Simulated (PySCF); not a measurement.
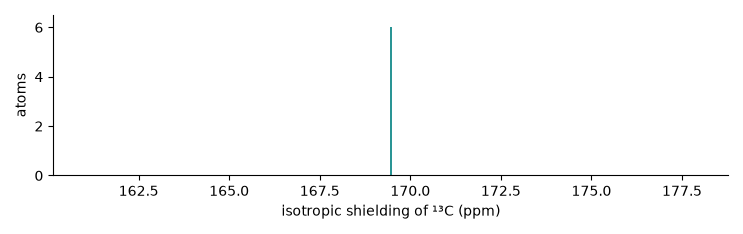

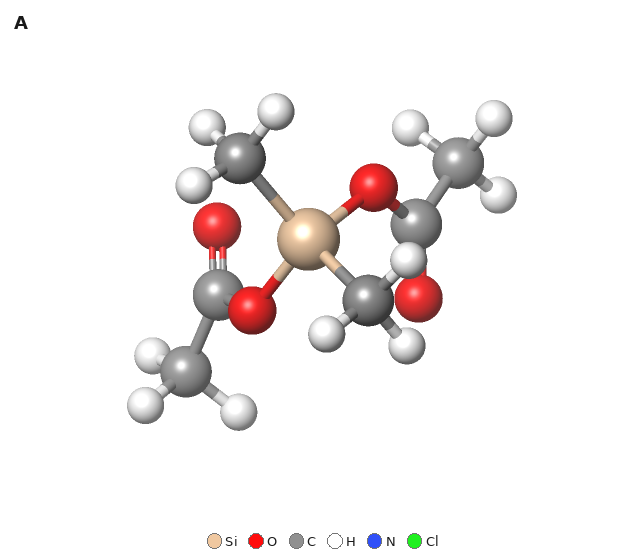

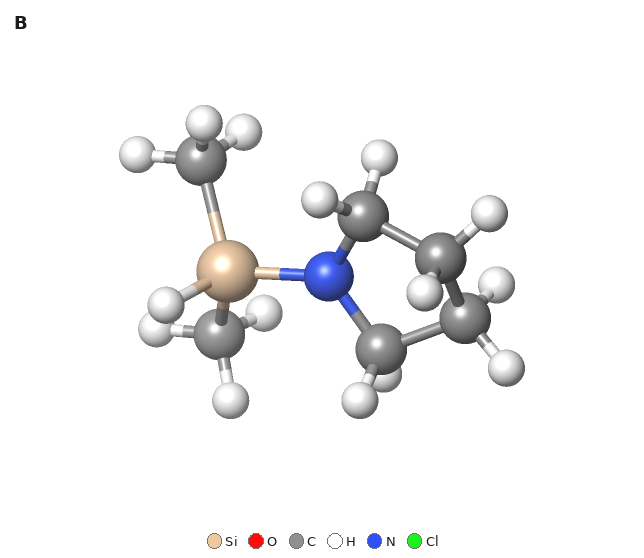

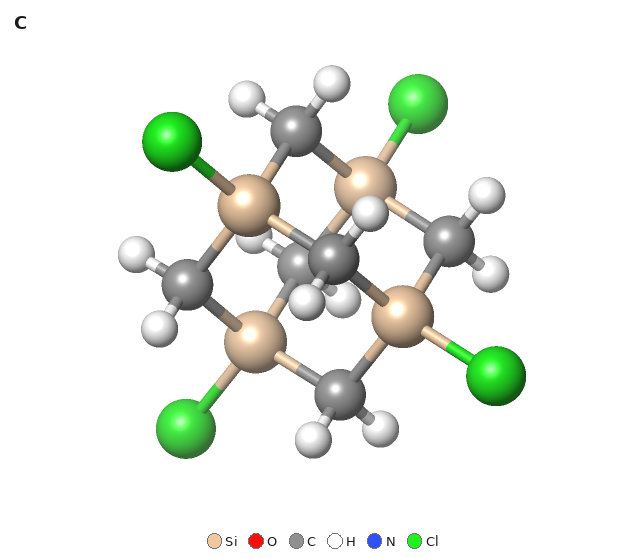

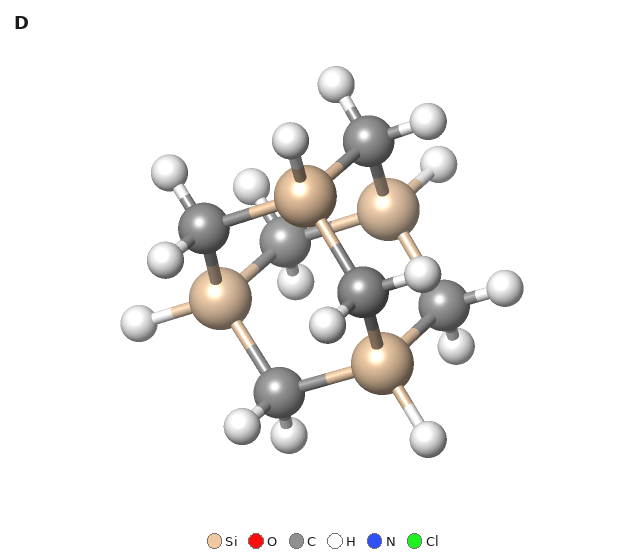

The sticks are computed shieldings of one of the molecules, for one fixed geometry (PBE0-D3(BJ)/def2-SVP) without averaging over rotations. Low shielding means a high chemical shift. Method: GIAO PBE0/pcSseg-1 NMR shielding, non-relativistic, gas phase (PySCF 2.14.0).

### Match the spectrum to a structure.

C, `Cl[Si@]12C[Si@]3(Cl)C[Si@](Cl)(C1)C[Si@](Cl)(C2)C3`. Its 6 C atoms give lines at 169.5 (6 atoms) ppm.
